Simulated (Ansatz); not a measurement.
Si₂NH₇: several calculations on one system

**1. Relaxation**

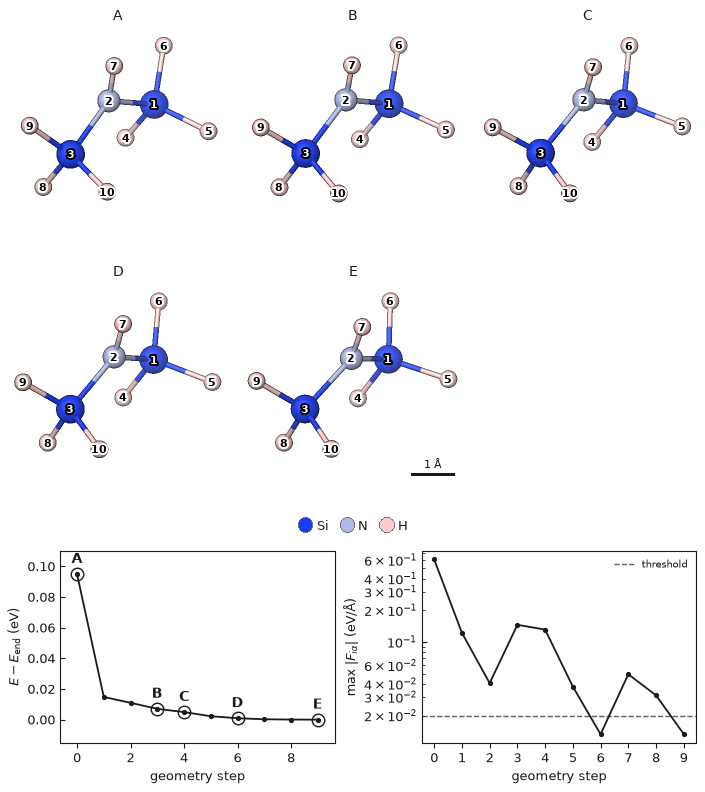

Frames of a relaxation of Si$_{2}$NH$_{7}$, marked on the history of the run. The picture is a ball-and-stick view, seen from a free direction.

The run prepares an end point of a later path (hydrogen shift) calculation, from a guessed geometry.

The calculation used RKS PBE0-D4/6-31G* in Ansatz 0.2.0.

Input file:
```yaml
crystal:
  periodic: [false, false, false]
  atoms:
    - { symbol: Si, position_ang: [-1.01847, 0.76201, -0.92235] }
    - { symbol: "N", position_ang: [-0.12786, 0.32686, 0.49793] }
    - { symbol: Si, position_ang: [1.03134, -0.94059, 0.72171] }
    - { symbol: H, position_ang: [-1.56208, -0.47348, -1.47935] }
    - { symbol: H, position_ang: [-0.17179, 1.42766, -1.92107] }
    - { symbol: H, position_ang: [-2.06498, 1.67698, -0.46556] }
    - { symbol: H, position_ang: [-0.07534, 1.05776, 1.18946] }
    - { symbol: H, position_ang: [0.45864, -2.14938, 0.13605] }
    - { symbol: H, position_ang: [1.2166, -1.05343, 2.16857] }
    - { symbol: H, position_ang: [2.31394, -0.63439, 0.07462] }
basis:
  gaussian: { orbitals: "6-31G*" }
hamiltonian:
  xc: pbe0
  dispersion: d4
relax:
  f_tol: 0.02
  max_steps: 50
```

Launched with:
```bash
ansatz run input.yaml --threads 1 --pin off --max-ram 2048MiB --backend cpu --events-out ev --progress --plain --runs-dir out
```

Describe the path.

Answer. H7 moves most after the best rigid fit: 0.40 Å. Largest moves by element: H 0.40 Å, N 0.24 Å, Si 0.03 Å. Some distances before and after: Si1–H4 1.460 → 1.487 Å, Si1–H5 1.469 → 1.495 Å, N2–H7 1.008 → 1.015 Å, N2–Si3 1.732 → 1.737 Å. Among the angles between lasting bonds that change: N2–Si1–H6 105.6° → 110.1°, H5–Si1–H6 109.9° → 107.0°, H4–Si1–H6 112.5° → 110.1°. After 9 geometry steps the energy has fallen by 0.095 eV. Largest force component: 0.61 eV/Å at the start, 0.013 eV/Å at the end. The forces were under the threshold at step 6, but the run went on from there. Cost: 29 s on 1 thread of Intel(R) Xeon(R) Processor @ 2.70GHz, on a shared host, peak memory 0.14 GiB. From step 0 to 3: H atoms move most (0.11 Å), energy −0.088 eV. From step 3 to 4: H7 moves most (0.18 Å), energy −0.002 eV. From step 4 to 6: H atoms move most (0.04 Å), energy −0.004 eV. From step 6 to 9: H7 moves most (0.13 Å), energy −0.001 eV.

```
step  E − E(0), eV  largest force component, eV/Å
   0        0.0000                         0.6083
   1       -0.0802                         0.1221
   2       -0.0840                         0.0406
   3       -0.0879                         0.1456
   4       -0.0901                         0.1311
   5       -0.0928                         0.0376
   6       -0.0941                         0.0133
   7       -0.0947                         0.0494
   8       -0.0949                         0.0311
   9       -0.0950                         0.0133
```

**2. Relaxation**

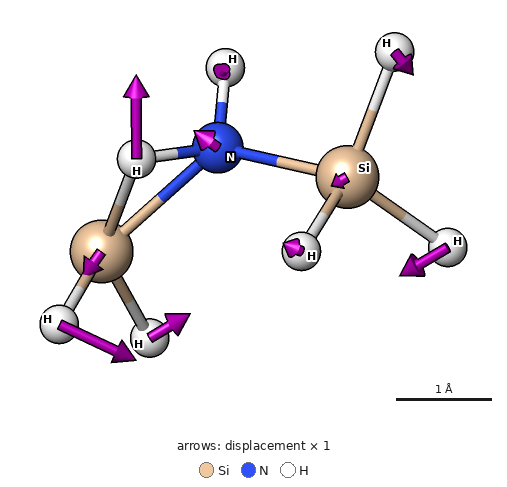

This is a relaxation of Si2NH7. The starting structure is drawn; purple arrows show the displacements, at their true length. The two geometries are superimposed by the best rigid fit.

Style: ball-and-stick. Shown from a free direction.

The run prepares an end point of a later path (hydrogen shift) calculation, from a guessed geometry.

Computed with RKS PBE0-D4/6-31G* in Ansatz 0.2.0. (no spin polarisation; force threshold 0.02 eV/Å; at most 50 steps)

> Which element moves most?

Hydrogen: up to 0.91 Å, against 0.35 Å for silicon.

> Describe the change and its energy.

The largest moves after the best rigid fit, 0.91 Å, are those of H atoms. Largest moves by element: H 0.91 Å, Si 0.35 Å, N 0.34 Å. Among the contacts that change: H–Si 1.542 → 2.557 Å, N–Si 1.732 → 2.064 Å, H–Si 1.460 → 1.537 Å, N–Si 1.732 → 1.808 Å. Bond angles that change, for instance: Si–N–H 61.8° → 107.2°, N–Si–H 112.0° → 87.9°, N–Si–H 107.0° → 88.5°. After 15 accepted moves (17 points after the start) the energy has fallen by 2.881 eV. The largest force component goes from 5.5 to 0.005 eV/Å. The line search rejected the trial steps at points 10, 16 of the run.

**3. Path**

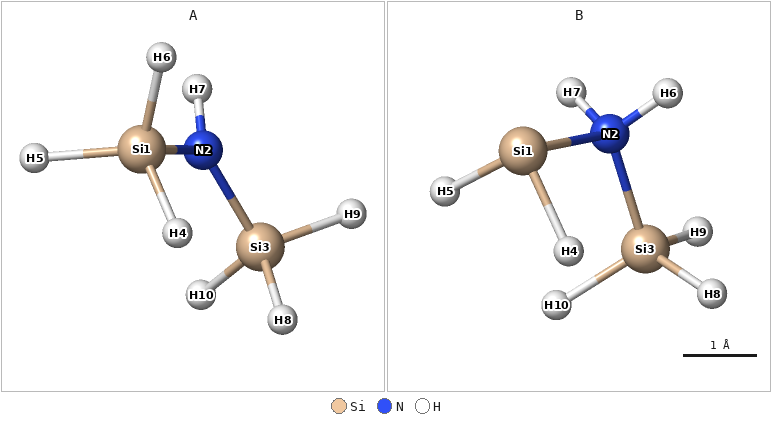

The two relaxed end points of a path for Si2NH7. Style: ball-and-stick. Shown from a free direction.

All numbers below come from Ansatz, RKS PBE0-D4/6-31G*.

Settings: 5 movable images; climbing image; force threshold 0.05 eV/Å; iteration limit 60.

Start:
```xyz
10

Si   -1.0345    0.7660   -0.8926
N     0.0415    0.4749    0.4402
Si    1.0112   -0.9334    0.7483
H    -1.4153   -0.5575   -1.4535
H    -0.4351    1.5857   -1.9893
H    -2.2497    1.4906   -0.4211
H     0.2183    1.2709    1.0441
H     0.4011   -2.0650    0.0011
H     1.0277   -1.2347    2.2088
H     2.4348   -0.7974    0.3141
```

End:
```xyz
10

Si   -1.0520    0.9152   -1.4882
N    -0.5062    0.5982    0.4770
Si    0.6330   -0.7973    0.6348
H    -0.7362   -0.5621   -1.7711
H     0.3941    1.3419   -1.7608
H    -1.3643    0.4575    1.0082
H    -0.1069    1.4763    0.8063
H    -0.1457   -2.0124    0.3167
H     1.1131   -0.8701    2.0482
H     1.7711   -0.5472   -0.2711
```

**What barrier does the band find between them, and by what path?**

The energy climbs by 3.06 eV to image 4 and then falls by 1.47 eV, so the end point sits at +1.59 eV. A hydrogen atom shifts from one atom to another. Breaking: Si1–H6 (1.49 → 1.62 at the top → 2.56 Å). Forming: N2–H6 (2.65 → 1.38 at the top → 1.02 Å). The band is converged. At the top, the vibrational analysis gives one imaginary mode (1551i cm⁻¹), as a transition state must have.

Energies of the converged images:

| image | path (Å) | E (eV) |
| --- | --- | --- |
| 0 | 0.00 | 0.000 |
| 1 | 0.76 | 0.004 |
| 2 | 1.52 | 0.013 |
| 3 | 2.28 | 0.822 |
| 4 | 3.03 | 3.058 |
| 5 | 3.98 | 1.684 |
| 6 | 4.92 | 1.590 |

The geometry at the top of the path:

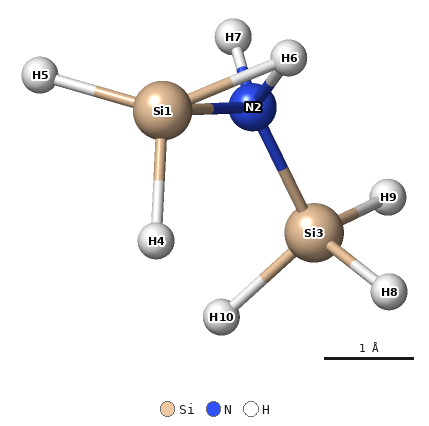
